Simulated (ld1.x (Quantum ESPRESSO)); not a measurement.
# Molybdenum: generating and testing a TM potential

Task: generate the file, and judge it by its errors in other configurations, its logarithmic derivatives, its ghosts and its cutoff.

Method: ld1.x (Quantum ESPRESSO) 7.5, LDA (PW92), scalar-relativistic.

### 1 Starting point

The settings as typed:

- element: molybdenum (Mo, Z = 42)
- type: norm-conserving Troullier–Martins (Kleinman–Bylander form)
- frozen core: [Kr]
- valence charge: 6
- reference configuration: 4d5 5s1 5p0
- partial waves: 5s (bound): rc 3.25 bohr; 5p (bound, empty): rc 3.05 bohr; 4d (bound): rc 1.35 bohr
- local potential: all-electron potential smoothed inside 1.40 bohr (lloc = -2)
- core correction: a·sin(br)/r model core inside 0.65 bohr

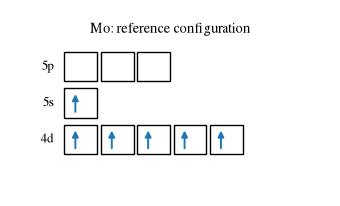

The outer shells as boxes. The arrows follow Hund's rule for the drawing; the calculation itself is spin-unpolarised.

An earlier all-electron run gives the scale for the radii.

All-electron outer shells of the reference configuration (LDA (PW92), scalar-relativistic, ld1.x):

```tsv
shell	level (eV)	outermost node (bohr)	outermost maximum (bohr)
4s	-64.42	0.51	0.99
4p	-38.59	0.52	1.06
5s	-4.32	1.34	2.93
4d	-3.93	0.53	1.38
5p	-1.16	1.54	4.05
```

### 2 Generation

The input, Mo.in:

```
 &input
   title='Mo', zed=42., rel=1, dft='PW', iswitch=3,
   config='[Kr] 4d5 5s1 5p0',
   nld=3, rlderiv=3.55, eminld=-2.0, emaxld=5.0, deld=0.02
 /
 &inputp
   pseudotype=2, tm=.true., lloc=-2, rcloc=1.40,
   nlcc=.true., rcore=0.65,
   file_pseudopw='Mo.UPF', file_wfcaegen='ae.wfc', file_wfcncgen='nc.wfc', file_beta='beta', file_chi='chi'
 /
3
5S  1  0   1.00   0.00  3.25  3.25  0.0
5P  2  1   0.00   0.00  3.05  3.05  0.0
4D  3  2   5.00   0.00  1.35  1.35  0.0
 &test
   configts(1)='4d5 5s1 5p0'
 /
```

Launch:

```bash
$ ld1.x < Mo.in > Mo.out
```

Output in Mo.out (without the banner and most projector matrices):

```text
     Program LD1 v.7.5
     --------------------------- All-electron run ----------------------------

     Mo
     scalar relativistic calculation

     atomic number is 42.00
     dft =PW   lsd =0 sic =0 latt =0  beta=0.20 tr2=1.0E-14
     Exchange-correlation= PW
                           (   1   4   0   0   0   0   0)
     mesh =1229 r(mesh) = 100.71859 a.u. xmin = -7.00 dx = 0.01250
     1 Ry =  13.60569312 eV, c = 137.03599908

     n l     nl                  e(Ry)          e(Ha)          e(eV)
     1 0     1S 1( 2.00)     -1454.9187      -727.4594    -19795.1776
     2 0     2S 1( 2.00)      -205.5356      -102.7678     -2796.4549
     2 1     2P 1( 6.00)      -183.8841       -91.9421     -2501.8709
     3 0     3S 1( 2.00)       -34.9427       -17.4713      -475.4195
     3 1     3P 1( 6.00)       -27.8480       -13.9240      -378.8910
     4 0     4S 1( 2.00)        -4.7351        -2.3676       -64.4247
     4 1     4P 1( 6.00)        -2.8363        -1.4182       -38.5899
     3 2     3D 1(10.00)       -16.2657        -8.1328      -221.3058
     4 2     4D 1( 5.00)        -0.2890        -0.1445        -3.9327
     5 0     5S 1( 1.00)        -0.3177        -0.1588        -4.3220
     5 1     5P 1( 0.00)        -0.0853        -0.0427        -1.1608

     final scf error:  1.4E-15 reached in  25 iterations

     Etot =   -8088.838139 Ry,   -4044.419069 Ha, -110054.249435 eV

     Ekin =    8337.835488 Ry,    4168.917744 Ha,  113442.030956 eV
     Encl =  -19502.624271 Ry,   -9751.312135 Ha, -265346.720920 eV
     Eh   =    3314.363858 Ry,    1657.181929 Ha,   45094.217545 eV
     Exc  =    -238.413213 Ry,    -119.206607 Ha,   -3243.777015 eV

     normalization and overlap integrals

     s(1S/1S) =  1.000000  <r> =   0.0352  <r2> =    0.0017  r(max) =   0.0229
     s(2S/2S) =  1.000000  <r> =   0.1539  <r2> =    0.0279  r(max) =   0.1303
     s(2P/2P) =  1.000000  <r> =   0.1340  <r2> =    0.0219  r(max) =   0.1041
     s(3S/3S) =  1.000000  <r> =   0.4297  <r2> =    0.2116  r(max) =   0.3819
     s(3P/3P) =  1.000000  <r> =   0.4312  <r2> =    0.2165  r(max) =   0.3771
     s(4S/4S) =  1.000000  <r> =   1.1060  <r2> =    1.3889  r(max) =   0.9874
     s(4P/4P) =  1.000000  <r> =   1.2368  <r2> =    1.7591  r(max) =   1.0643
     s(3D/3D) =  1.000000  <r> =   0.4156  <r2> =    0.2078  r(max) =   0.3206
     s(4D/4D) =  1.000000  <r> =   2.0028  <r2> =    5.0806  r(max) =   1.3838
     s(5S/5S) =  1.000000  <r> =   3.5479  <r2> =   14.4865  r(max) =   2.9295
     s(5P/5P) =  1.000000  <r> =   5.1549  <r2> =   31.3528  r(max) =   4.0545

     ------------------------ End of All-electron run ------------------------

     --------------------- Generating NC pseudopotential ---------------------

      Generating local potential from pseudized AE potential:
      Matching radius rcloc =   1.4000
      Enforcing V''(0)=0 (lloc=-2)

      Local pseudo, rcloc= 1.401 Estimated cut-off energy=    16.10 Ry

      Computing core charge for nlcc:

       r > 0.65 : true rho core
       r < 0.65 : rho core = a sin(br)/r    a=  39.72  b=   3.85

      Integrated core pseudo-charge :  16.27

      Wfc   5S  rcut= 3.278  Using Troullier-Martins method

      Wfc   5P  rcut= 3.041  Using Troullier-Martins method

      Wfc   4D  rcut= 1.367  Using Troullier-Martins method

     ------------------- End of pseudopotential generation -------------------

     [... the all-electron block is printed once more ...]


     Computing logarithmic derivative in   3.55587
     Computing logarithmic derivative in   3.55587
     Computing the partial wave expansion
     R is outside the sphere for l=    0 j= 0.00
     R is outside the sphere for l=    1 j= 0.00
     R is outside the sphere for l=    2 j= 0.00

     ---------------------- Testing the pseudopotential ----------------------

     Mo
     scalar relativistic calculation

     atomic number is 42.00   valence charge is  6.00
     dft =PW   lsd =0 sic =0 latt =0  beta=0.20 tr2=1.0E-14
     mesh =1229 r(mesh) = 100.71859 xmin = -7.00 dx = 0.01250

     n l     nl             e AE (Ry)        e PS (Ry)    De AE-PS (Ry)
     3 2     4D   1( 5.00)       -0.28905       -0.28903       -0.00002
     1 0     5S   1( 1.00)       -0.31766       -0.31766        0.00000
     2 1     5P   1( 0.00)       -0.08532       -0.08532       -0.00000

     eps = 5.8E-18  iter =  6

     Etot =   -8088.838139 Ry,   -4044.419069 Ha, -110054.249435 eV
     Etotps =   -49.210075 Ry,     -24.605037 Ha,    -669.537179 eV

     Ekin =      18.047916 Ry,       9.023958 Ha,     245.554404 eV
     Encl =     -42.214285 Ry,     -21.107142 Ha,    -574.354605 eV
     Ehrt =      14.773979 Ry,       7.386989 Ha,     201.010222 eV
     Ecxc =     -39.226584 Ry,     -19.613292 Ha,    -533.704860 eV
     (Ecc =     -33.197971 Ry,     -16.598985 Ha,    -451.681399 eV)
     Epseu=      -0.591101 Ry,      -0.295551 Ha,      -8.042341 eV

     ---------------------- End of pseudopotential test ----------------------
```

Wall time 1.9 s (1 thread of Neoverse-V1, shared host). This counts the later configuration tests of the new file too.

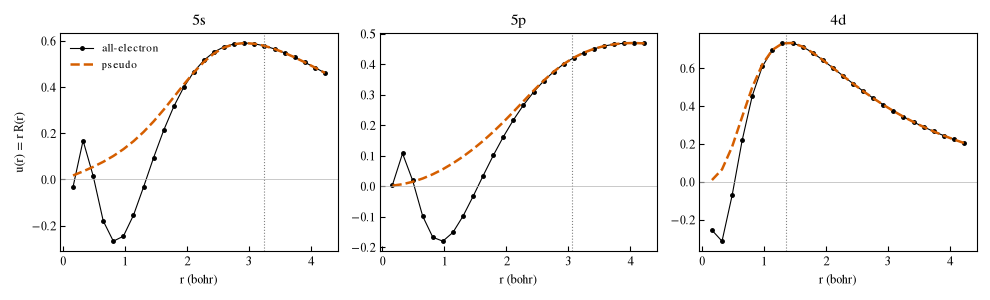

Bound waves of the atom and their pseudo partners (5s, 5p, 4d), with the matching radii dotted. The curves join 26 sampled radii, too few to resolve the innermost nodes.

### 3 Configuration tests

The input, Mo.test.in:

```
 &input
   title='Mo', zed=42., rel=1, dft='PW', iswitch=2,
   config='[Kr] 4d5 5s1 5p0'
 /
 &test
   file_pseudo='Mo.UPF', nconf=10,
   configts(1)='4d5 5s1 5p0',
   configts(2)='4d5 5s0 5p0',
   configts(3)='4d4 5s0 5p0',
   configts(4)='4d3 5s0 5p0',
   configts(5)='4d5.5 5s0.5 5p0',
   configts(6)='4d4 5s1 5p0',
   configts(7)='4d5 5s0.5 5p0',
   configts(8)='4d4 5s1 5p1',
   configts(9)='4d5 5s1 5p0', lsdts(9)=1,
   configts(10)='4d5 5s0 5p0', lsdts(10)=1
 /
```

Launch:

```bash
$ ld1.x < Mo.test.in > Mo.test.out
```

Mo.test.out, the pseudopotential blocks, each with the warnings that came before it:

```text
     ---------------------- Testing the pseudopotential ----------------------

     Mo
     scalar relativistic calculation

     atomic number is 42.00   valence charge is  6.00
     dft =PW   lsd =0 sic =0 latt =0  beta=0.20 tr2=1.0E-14
     mesh =1229 r(mesh) = 100.71859 xmin = -7.00 dx = 0.01250

     n l     nl             e AE (Ry)        e PS (Ry)    De AE-PS (Ry)
     3 2     4D   1( 5.00)       -0.28905       -0.28903       -0.00002
     1 0     5S   1( 1.00)       -0.31766       -0.31766        0.00000
     2 1     5P   1( 0.00)       -0.08532       -0.08532       -0.00000

     eps = 2.7E-17  iter =  6

     Etot =   -8088.838139 Ry,   -4044.419069 Ha, -110054.249435 eV
     Etotps =   -49.210075 Ry,     -24.605037 Ha,    -669.537179 eV

     Ekin =      18.047916 Ry,       9.023958 Ha,     245.554404 eV
     Encl =     -42.214285 Ry,     -21.107142 Ha,    -574.354604 eV
     Ehrt =      14.773979 Ry,       7.386989 Ha,     201.010222 eV
     Ecxc =     -39.226584 Ry,     -19.613292 Ha,    -533.704860 eV
     (Ecc =     -33.197971 Ry,     -16.598985 Ha,    -451.681399 eV)
     Epseu=      -0.591101 Ry,      -0.295551 Ha,      -8.042341 eV

     ---------------------- End of pseudopotential test ----------------------

     Warning: n=2, l=1 expected 0 nodes, found 1
     ---------------------- Testing the pseudopotential ----------------------

     Mo
     [...]
     n l     nl             e AE (Ry)        e PS (Ry)    De AE-PS (Ry)
     3 2     4D   1( 5.00)       -0.78342       -0.78220       -0.00122
     1 0     5S   1( 0.00)       -0.74546       -0.74757        0.00211
     2 1     5P   1( 0.00)       -0.44582       -0.50528        0.05946  !

     eps = 4.7E-18  iter =  7

     Etot =   -8088.310570 Ry,   -4044.155285 Ha, -110047.071493 eV
     Etotps =   -48.681539 Ry,     -24.340769 Ha,    -662.346076 eV
     dEtot_ae =       0.527569 Ry
     dEtot_ps =       0.528536 Ry,   Delta E=      -0.000967 Ry

     [...]
     ---------------------- End of pseudopotential test ----------------------

     ---------------------- Testing the pseudopotential ----------------------

     Mo
     [...]
     n l     nl             e AE (Ry)        e PS (Ry)    De AE-PS (Ry)
     3 2     4D   1( 4.00)       -1.54769       -1.55837        0.01068  !
     1 0     5S   1( 0.00)       -1.32284       -1.32697        0.00412
     2 1     5P   1( 0.00)       -0.94218       -0.94218        0.00000

     eps = 2.5E-17  iter =  7

     Etot =   -8087.156557 Ry,   -4043.578279 Ha, -110031.370356 eV
     Etotps =   -47.524222 Ry,     -23.762111 Ha,    -646.599978 eV
     dEtot_ae =       1.681581 Ry
     dEtot_ps =       1.685853 Ry,   Delta E=      -0.004272 Ry

     [...]
     ---------------------- End of pseudopotential test ----------------------

     Warning: n=1, l=0 expected 0 nodes, found 1
     ---------------------- Testing the pseudopotential ----------------------

     Mo
     [...]
     n l     nl             e AE (Ry)        e PS (Ry)    De AE-PS (Ry)
     3 2     4D   1( 3.00)       -2.43373       -2.47602        0.04229  !
     1 0     5S   1( 0.00)       -1.97906       -2.18484        0.20579  !
     2 1     5P   1( 0.00)       -1.52343       -1.52343        0.00000

     eps = 9.2E-15  iter =  7

     Etot =   -8085.174857 Ry,   -4042.587428 Ha, -110004.407948 eV
     Etotps =   -45.517763 Ry,     -22.758882 Ha,    -619.300721 eV
     dEtot_ae =       3.663282 Ry
     dEtot_ps =       3.692312 Ry,   Delta E=      -0.029030 Ry

     [...]
     ---------------------- End of pseudopotential test ----------------------

     ---------------------- Testing the pseudopotential ----------------------

     Mo
     [...]
     n l     nl             e AE (Ry)        e PS (Ry)    De AE-PS (Ry)
     3 2     4D   1( 5.50)       -0.23248       -0.23138       -0.00110
     1 0     5S   1( 0.50)       -0.29362       -0.29512        0.00150
     2 1     5P   1( 0.00)       -0.07324       -0.07435        0.00111

     eps = 8.7E-15  iter =  9

     Etot =   -8088.815530 Ry,   -4044.407765 Ha, -110053.941826 eV
     Etotps =   -49.186693 Ry,     -24.593346 Ha,    -669.219045 eV
     dEtot_ae =       0.022609 Ry
     dEtot_ps =       0.023382 Ry,   Delta E=      -0.000774 Ry

     [...]
     ---------------------- End of pseudopotential test ----------------------

     ---------------------- Testing the pseudopotential ----------------------

     Mo
     [...]
     n l     nl             e AE (Ry)        e PS (Ry)    De AE-PS (Ry)
     3 2     4D   1( 4.00)       -0.95352       -0.96149        0.00797  !
     1 0     5S   1( 1.00)       -0.82922       -0.82852       -0.00071
     2 1     5P   1( 0.00)       -0.50782       -0.50782        0.00000

     eps = 1.9E-15  iter =  7

     Etot =   -8088.231017 Ry,   -4044.115508 Ha, -110045.989121 eV
     Etotps =   -48.600044 Ry,     -24.300022 Ha,    -661.237288 eV
     dEtot_ae =       0.607122 Ry
     dEtot_ps =       0.610031 Ry,   Delta E=      -0.002909 Ry

     [...]
     ---------------------- End of pseudopotential test ----------------------

     ---------------------- Testing the pseudopotential ----------------------

     Mo
     [...]
     n l     nl             e AE (Ry)        e PS (Ry)    De AE-PS (Ry)
     3 2     4D   1( 5.00)       -0.52628       -0.52556       -0.00072
     1 0     5S   1( 0.50)       -0.52570       -0.52648        0.00078
     2 1     5P   1( 0.00)       -0.25877       -0.25929        0.00051

     eps = 6.2E-17  iter =  7

     Etot =   -8088.627955 Ry,   -4044.313977 Ha, -110051.389736 eV
     Etotps =   -48.999670 Ry,     -24.499835 Ha,    -666.674475 eV
     dEtot_ae =       0.210184 Ry
     dEtot_ps =       0.210405 Ry,   Delta E=      -0.000221 Ry

     [...]
     ---------------------- End of pseudopotential test ----------------------

     BEWARE! Errors in PS-KS equations
     ---------------------- Testing the pseudopotential ----------------------

     Mo
     [...]
     n l     nl             e AE (Ry)        e PS (Ry)    De AE-PS (Ry)
     3 2     4D   1( 4.00)       -0.51894       -0.96149        0.44255  !
     1 0     5S   1( 1.00)       -0.43660       -0.82852        0.39192  !
     2 1     5P   1( 1.00)       -0.16336       -0.16336        0.00000

     eps = 2.7E-15  iter = 19

     Etot =   -8088.561577 Ry,   -4044.280789 Ha, -110050.486625 eV
     Etotps =   -48.763409 Ry,     -24.381704 Ha,    -663.459978 eV
     dEtot_ae =       0.276561 Ry
     dEtot_ps =       0.446666 Ry,   Delta E=      -0.170105 Ry

     [...]
     ---------------------- End of pseudopotential test ----------------------

     ---------------------- Testing the pseudopotential ----------------------

     Mo
     [...]
     n l     nl             e AE (Ry)        e PS (Ry)    De AE-PS (Ry)
     3 2     4D   1( 5.00)       -0.34323       -0.34272       -0.00051
     1 0     5S   1( 1.00)       -0.35521       -0.35613        0.00093
     2 1     5P   1( 0.00)       -0.10386       -0.10435        0.00049
     3 2     4D   2( 0.00)       -0.12618       -0.12365       -0.00254
     1 0     5S   2( 0.00)       -0.20041       -0.19842       -0.00200
     2 1     5P   2( 0.00)       -0.02307       -0.02221       -0.00086

     eps = 1.0E-14  iter =  7

     Etot =   -8089.138066 Ry,   -4044.569033 Ha, -110058.330150 eV
     Etotps =   -49.513792 Ry,     -24.756896 Ha,    -673.669457 eV
     dEtot_ae =      -0.299927 Ry
     dEtot_ps =      -0.303717 Ry,   Delta E=       0.003790 Ry

     [...]
     ---------------------- End of pseudopotential test ----------------------

     ---------------------- Testing the pseudopotential ----------------------

     Mo
     [...]
     n l     nl             e AE (Ry)        e PS (Ry)    De AE-PS (Ry)
     3 2     4D   1( 5.00)       -0.84872       -0.84741       -0.00131
     1 0     5S   1( 0.00)       -0.78510       -0.78962        0.00452
     2 1     5P   1( 0.00)       -0.46902       -0.46902        0.00000
     3 2     4D   2( 0.00)       -0.63615       -0.63327       -0.00289
     1 0     5S   2( 0.00)       -0.64735       -0.64653       -0.00082
     2 1     5P   2( 0.00)       -0.38058       -0.38030       -0.00028

     eps = 1.1E-16  iter =  7

     Etot =   -8088.570932 Ry,   -4044.285466 Ha, -110050.613903 eV
     Etotps =   -48.944091 Ry,     -24.472046 Ha,    -665.918288 eV
     dEtot_ae =       0.267207 Ry
     dEtot_ps =       0.265984 Ry,   Delta E=       0.001223 Ry

     [...]
     ---------------------- End of pseudopotential test ----------------------
```

1 test gave no usable energy difference (4d4 5s1 5p1).

Excitation and ionisation energies from 4d5 5s1 5p0, with the error of the potential. Spin-polarised rows fill open shells by Hund's rule and count from the unpolarised reference. A star marks tests that logged a warning.

| valence configuration | charge | ΔE all-electron (eV) | error AE − PS (meV) |
| --- | --- | --- | --- |
| 4d5 5s0 5p0 * | +1 | 7.178 | -13 |
| 4d4 5s0 5p0 | +2 | 22.879 | -58 |
| 4d3 5s0 5p0 * | +3 | 49.841 | -395 |
| 4d5.5 5s0.5 5p0 | 0 | 0.308 | -11 |
| 4d4 5s1 5p0 | +1 | 8.260 | -40 |
| 4d5 5s0.5 5p0 | +0.5 | 2.860 | -3.0 |
| 4d5 5s1 5p0 (spin-polarised) | 0 | -4.081 | +52 |
| 4d5 5s0 5p0 (spin-polarised) | +1 | 3.636 | +17 |

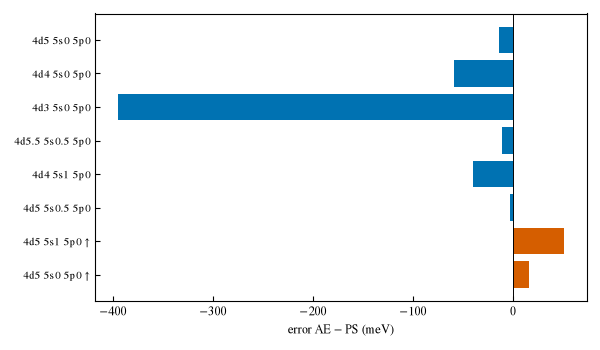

Error of the potential in each test configuration; ↑ marks spin-polarised tests.

### 4 Scattering by logarithmic derivatives

Taken from the files of the generation run. The phase is arctan(r·u′/u) with u = r·R, unwrapped, with energies in Ry. A pole is an energy at which the radial function vanishes at the test radius. The pseudo phase is shifted by a multiple of π to meet the all-electron one at the reference energy. Levels narrower than the energy grid can be missing from the poles. The last column is the largest difference on the grid between −1 and +1 Ry.

| channel | radius (bohr) | reference (Ry) | poles AE | poles PS | window around the reference with phases within 0.05 rad (Ry) | largest difference near zero (rad) |
| --- | --- | --- | --- | --- | --- | --- |
| s | 3.56 | -0.32 | 0.54 | 0.51, 3.61 | below 1.4 | 0.012 |
| p | 3.56 | -0.09 | 1.28 | -0.56, 1.31 | -0.5 to 2.8 | 3.123 |
| d | 3.56 | -0.29 | -0.15, 2.77 | -0.15, 2.77 | below 4.7 | 0.002 |

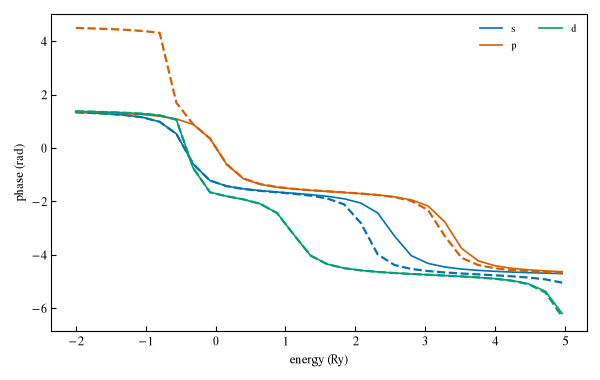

All-electron (solid) and pseudo (dashed) phases against energy.

### 5 Plane-wave convergence, by spherical Bessel functions

A separate test, outside the generator: the pseudo-atom's Hamiltonian at the reference potential is diagonalised in spherical Bessel functions j_l(qr) that vanish at 20 bohr, with q² up to the cutoff.

All-electron valence levels (Ry): 5s -0.3177, 5p -0.0853, 4d -0.2890. The lowest levels of each channel (Ry) by cutoff; the last column sums, over occupied levels, occupation times the distance from the level at 400 Ry. A positive value at high cutoff is not a bound level.

| cutoff (Ry) | s #1 | s #2 | p #1 | p #2 | d #1 | f #1 | Σ f·Δε (mRy) |
| --- | --- | --- | --- | --- | --- | --- | --- |
| 8 | -2.2373 | -0.3158 | -0.0853 | 0.0508 | -0.0007 | 0.1073 | 1443.4 |
| 12 | -3.2159 | -0.3175 | -0.0853 | 0.0462 | -0.0789 | 0.1073 | 1051.1 |
| 15 | -3.4384 | -0.3176 | -0.2861 | -0.0853 | -0.1248 | 0.1073 | 821.1 |
| 21 | -3.6238 | -0.3176 | -0.4856 | -0.0853 | -0.2189 | 0.1073 | 350.7 |
| 30 | -3.6468 | -0.3177 | -0.5568 | -0.0853 | -0.2666 | 0.1073 | 112.1 |
| 35 | -3.6477 | -0.3177 | -0.5616 | -0.0853 | -0.2790 | 0.1073 | 50.2 |
| 45 | -3.6480 | -0.3177 | -0.5621 | -0.0853 | -0.2868 | 0.1073 | 11.0 |
| 50 | -3.6484 | -0.3177 | -0.5622 | -0.0853 | -0.2882 | 0.1073 | 4.1 |
| 55 | -3.6486 | -0.3177 | -0.5623 | -0.0853 | -0.2886 | 0.1073 | 2.0 |
| 60 | -3.6487 | -0.3177 | -0.5624 | -0.0853 | -0.2888 | 0.1073 | 0.9 |
| 80 | -3.6488 | -0.3177 | -0.5626 | -0.0853 | -0.2890 | 0.1073 | 0.1 |
| 400 | -3.6488 | -0.3177 | -0.5626 | -0.0853 | -0.2890 | 0.1073 | 0.0 |

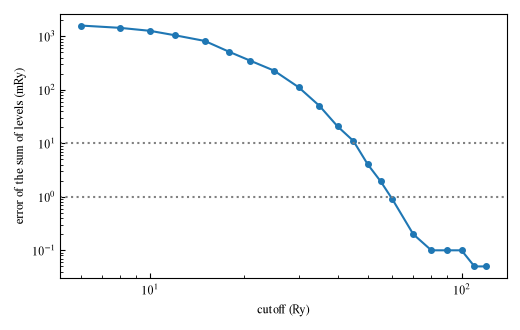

Occupation-weighted error of the valence levels against the cutoff; the dotted lines mark 10 and 1 mRy.

The sum stays within 10 mRy from 50 Ry and within 1 mRy from 60 Ry. The sum leaves out empty levels, which can need more. Ghost test: ghost states, bound below the all-electron valence or empty levels of the same l: s at -49.6 eV, p at -7.7 eV.

### 6 Results

| quantity | value |
| --- | --- |
| cutoffs for 10 and 1 mRy, occupied levels | 50 Ry and 60 Ry |
| bound ghosts | s at -49.64 eV, p at -7.65 eV |
| largest test error (AE − PS), unpolarised tests | -395 meV, for 4d3 5s0 5p0 (one of 3 tests with a warning) (1 test unsolved) |
| largest phase difference near zero energy, channels read | 3.123 rad |

**Reading.** A bound ghost (s, p) makes it unfit for use: electrons can fall into a state that the atom doesn't have. The worst unpolarised test, 4d3 5s0 5p0, is off by 395 meV on 49.8 eV; by total energies transferability rates as poor. That test lies far up in energy; among those under 40 eV, nearer to bonding, the largest error is 58 meV. Of the tests 1 gave no usable energy difference, which is a warning in itself. By its cutoff, 50 Ry for the looser tolerance, it is of middling hardness. The slowest occupied level is 4d: taken alone it needs 50 Ry to come within 1 mRy, against 10 Ry for 5s. Near zero energy the largest phase difference among the channels read is 3.12 rad, in the p channel. A step near π is an extra or missing state, not a misfit of shape. The pseudo curves have a pole with no partner nearby in the atom's: p at -0.56 Ry.
